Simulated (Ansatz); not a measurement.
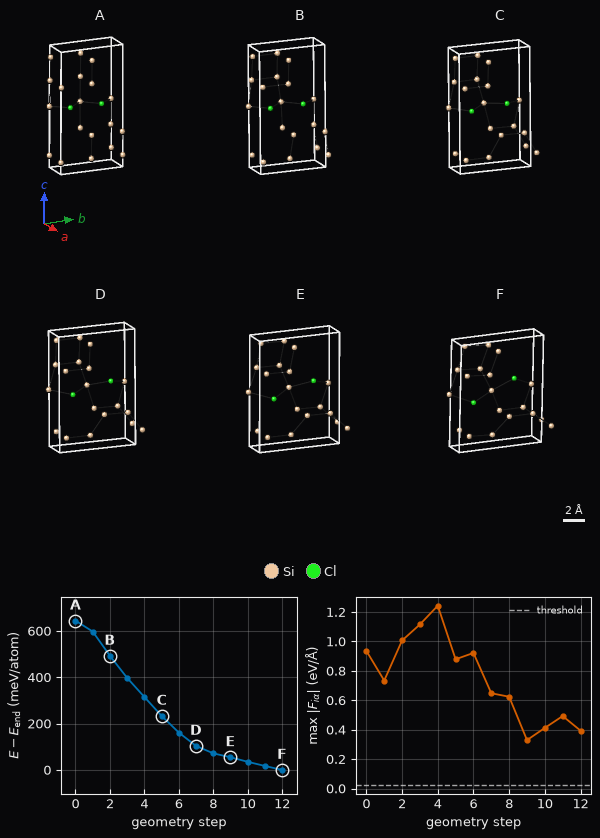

Frames of a relaxation of crystalline Si5Cl (a generated structure, set up in P1) (coarse preliminary run), marked on the history of the run. The picture is a ball-and-stick view of the cell of the calculation, seen slightly off an axis.

The calculation used DFT PBE, scalar-relativistic, plane waves, PAW in Ansatz.

The input:
```yaml
crystal:
  lattice:
    - [0.0491308161, -3.1934994818, -0.007323939]
    - [-6.4782124424, 0.0982616322, -0.0987628551]
    - [-0.1851696649, -0.0274631859, -12.2149013324]
  atoms:
    - { symbol: Si, position: [0.9887790701, 1.0029491603, 0.0962238015] }
    - { symbol: Si, position: [0.9734764401, 0.4968947573, 0.0973076368] }
    - { symbol: Si, position: [1.0202352417, 1.0143340506, 0.9004982589] }
    - { symbol: Si, position: [1.0089497977, 0.5017561498, 0.9009032937] }
    - { symbol: Si, position: [0.9980362038, 0.4985849411, 0.2892068146] }
    - { symbol: Si, position: [-0.0012624145, -0.007902468, 0.2888608613] }
    - { symbol: Si, position: [0.9989209943, 0.4994308031, 0.7103363147] }
    - { symbol: Si, position: [-0.0040805464, 0.0087386839, 0.7087330828] }
    - { symbol: Si, position: [1.0130259894, 0.9944183432, 0.4995881091] }
    - { symbol: Si, position: [1.0235825641, 0.4906272181, 0.5067641326] }
    - { symbol: Cl, position: [0.498304835, 0.7510324093, 0.5017887891] }
    - { symbol: Cl, position: [0.4820318248, 0.2491359511, 0.4997889049] }
basis:
  ecutwfc: 420
kpoints:
  mp_grid: { grid: [6, 4, 2] }
hamiltonian:
  xc: pbe
scf:
  occupations: { method: gaussian, width: 0.2 }
  lower_state_search: "off"
output:
  forces: true
  stress: true
  eigenvalues: true
relax:
  adjacent_minimum: "off"
  f_tol: 0.025
  max_steps: 60
  cell: { stress_tol: 0.25 }
```

Run as
```bash
ansatz run input.yaml --threads 1 --pin off --max-ram 2048MiB --backend cpu --events-out ev --progress --plain --runs-dir out
```

What happens along the run?

Answer. The run was cut off at its time limit before the relaxation converged, so the last structure is only a point on the way. Si3 moves most relative to the cell: 1.35 Å roughly along +b. By element the largest moves are Si 1.35 Å, Cl 1.09 Å. Cell: a 3.194 → 2.740 Å (−14.2 %), b 6.480 → 8.582 Å (+32.4 %), c 12.216 → 10.667 Å (−12.7 %), α 88.3° → 87.0°, β 89.8° → 89.7°, γ 91.7° → 91.5°. Volume −0.9 %. Some distances before and after: Si3–Si7 3.854 → 2.865 Å, Si9–Cl12 2.402 → 3.371 Å, Si10–Cl11 2.415 → 3.340 Å, Si2–Si3 4.008 → 3.089 Å. New bonds form: Si1–Si2 (3.20 → 2.44 Å), Si3–Si4 (3.16 → 2.50 Å), Si5–Si6 (3.20 → 2.44 Å), Si7–Si8 (3.18 → 2.40 Å). Bonds break: Si10–Cl11 (2.42 → 3.34 Å), Si10–Cl12 (2.30 → 3.15 Å), Si9–Cl11 (2.24 → 3.03 Å), Si9–Cl12 (2.40 → 3.37 Å). Bond angles that change, for instance: Si2–Si5–Si10 178.6° → 108.6°, Si1–Si6–Si9 177.9° → 108.9°, Cl11–Si10–Cl12 95.0° → 155.7°. The space group stays P1 (No. 1). Over 12 geometry steps the energy falls by 645 meV per atom. Largest force component: 0.94 eV/Å at the start, 0.39 eV/Å at the end. Pressure: 1.33 GPa at the start and −0.23 GPa at the end. From step 0 to 2: Si7 moves most (0.40 Å), volume +1.3 %, energy −152 meV per atom. From step 2 to 5: Si6 moves most (0.57 Å), volume +0.4 %, energy −259 meV per atom. From step 5 to 7: Cl11 moves most (0.30 Å), volume −1.2 %, energy −130 meV per atom. From step 7 to 9: Si3 moves most (0.34 Å), volume +0.2 %, energy −49.0 meV per atom. From step 9 to 12: Cl atoms move most (0.47 Å), volume −1.5 %, energy −54.7 meV per atom.

```json
{"step": "0", "E − E(0), meV/atom": "0.00", "largest force component, eV/Å": "0.9363", "pressure, GPa": "1.33", "volume, Å³/atom": "21.049"}
{"step": "1", "E − E(0), meV/atom": "-47.09", "largest force component, eV/Å": "0.7346", "pressure, GPa": "0.60", "volume, Å³/atom": "21.273"}
{"step": "2", "E − E(0), meV/atom": "-151.76", "largest force component, eV/Å": "1.0068", "pressure, GPa": "1.10", "volume, Å³/atom": "21.312"}
{"step": "3", "E − E(0), meV/atom": "-247.19", "largest force component, eV/Å": "1.1159", "pressure, GPa": "2.51", "volume, Å³/atom": "21.422"}
{"step": "4", "E − E(0), meV/atom": "-329.61", "largest force component, eV/Å": "1.2434", "pressure, GPa": "2.19", "volume, Å³/atom": "21.415"}
{"step": "5", "E − E(0), meV/atom": "-411.06", "largest force component, eV/Å": "0.8791", "pressure, GPa": "1.85", "volume, Å³/atom": "21.392"}
{"step": "6", "E − E(0), meV/atom": "-483.21", "largest force component, eV/Å": "0.9222", "pressure, GPa": "1.90", "volume, Å³/atom": "21.013"}
{"step": "7", "E − E(0), meV/atom": "-540.78", "largest force component, eV/Å": "0.6481", "pressure, GPa": "0.60", "volume, Å³/atom": "21.133"}
{"step": "8", "E − E(0), meV/atom": "-572.87", "largest force component, eV/Å": "0.6243", "pressure, GPa": "0.34", "volume, Å³/atom": "21.242"}
{"step": "9", "E − E(0), meV/atom": "-589.79", "largest force component, eV/Å": "0.3294", "pressure, GPa": "0.18", "volume, Å³/atom": "21.180"}
{"step": "10", "E − E(0), meV/atom": "-609.33", "largest force component, eV/Å": "0.4124", "pressure, GPa": "-0.42", "volume, Å³/atom": "21.102"}
{"step": "11", "E − E(0), meV/atom": "-627.37", "largest force component, eV/Å": "0.4931", "pressure, GPa": "-0.21", "volume, Å³/atom": "20.895"}
{"step": "12", "E − E(0), meV/atom": "-644.50", "largest force component, eV/Å": "0.3937", "pressure, GPa": "-0.23", "volume, Å³/atom": "20.864"}
```
